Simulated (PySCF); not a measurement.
Frequency calculation, with input and output: C$_{2}$H$_{2}$F$_{4}$

- system: C$_{2}$H$_{2}$F$_{4}$
- method: B3LYP/pcSseg-1 displacements along normal modes, gas phase (PySCF 2.14.0)

The input sets isotopic masses.

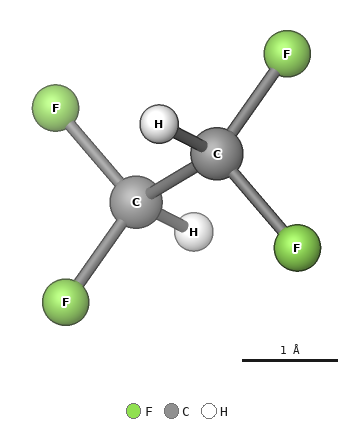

The structure (ball-and-stick view, seen at a tilt).

## Summary

```json
{"quantity": "outcome", "value": "converged"}
{"quantity": "wavenumbers, lowest and highest", "value": "81 and 2285 cm⁻¹"}
{"quantity": "hardware", "value": "1 CPU thread, shared host"}
{"quantity": "wall time", "value": "5 min"}
{"quantity": "peak memory", "value": "0.6 GiB"}
```

## Input
```
{"job": {"xc": "B3LYP", "basis": "pcSseg-1", "grid": 2, "temperatures": [200, 1000], "kind": "vib", "mass_numbers": [19, 12, 19, 12, 19, 19, 2, 2]}, "charge": 0, "multiplicity": 1}
F      1.235509     1.257767    -0.084448
C      0.762667    -0.008416     0.064513
F      1.285157    -0.781027    -0.924888
C     -0.753610     0.017830    -0.089077
F     -1.226451    -1.248355     0.059880
F     -1.276101     0.790437     0.900324
H      1.074772    -0.402071     1.037788
H     -1.065715     0.411485    -1.062352
```

The first line tells a small driver script what to run in PySCF; the rest is the geometry in Å.

Run as:
```bash
OMP_NUM_THREADS=1 python <driver script> task.json out
```

## What the program printed
```
mode    cm-1    km/mol   phi_rrr   E(+)/cm-1  E(-)/cm-1
  1     80.69     2.32      -0.0      15.09      15.09
  2    206.14     2.88      -0.0      37.23      37.24
  3    357.80     0.00     -13.7      63.93      64.92
  4    372.77    39.69       0.0      67.43      67.43
  5    473.10     0.00      -0.0      85.32      85.02
  6    531.44    10.16       0.0      95.71      95.71
  7    603.00     0.00     -48.1     106.82     110.30
  8    915.15     0.00     -36.7     163.47     166.14
  9    955.08     0.00       0.2     172.36     171.64
 10    958.86    25.10       0.0     172.73     172.73
 11   1013.47    30.42      -0.0     182.51     182.51
 12   1070.64     0.00     -53.1     190.74     194.55
 13   1133.96   242.51       0.0     204.11     204.11
 14   1169.98   434.96       0.2     210.82     210.78
 15   1174.56     0.00      -1.5     211.39     211.81
 16   1340.39     0.00     132.2     246.18     236.67
 17   2284.12     0.00     872.6     444.01     381.26
 18   2284.85    44.04       3.6     412.88     412.62
```

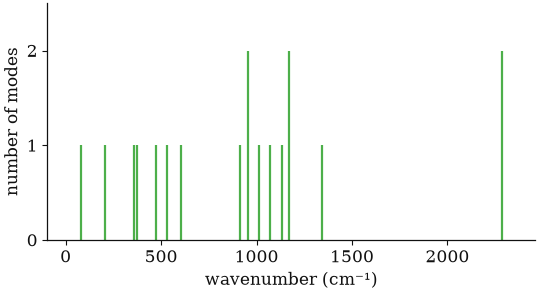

Harmonic vibrational wavenumbers from the force constants; neighbouring modes closer than 10 cm⁻¹ are counted in one stick. 18 modes from 81 to 2285 cm⁻¹, none imaginary.
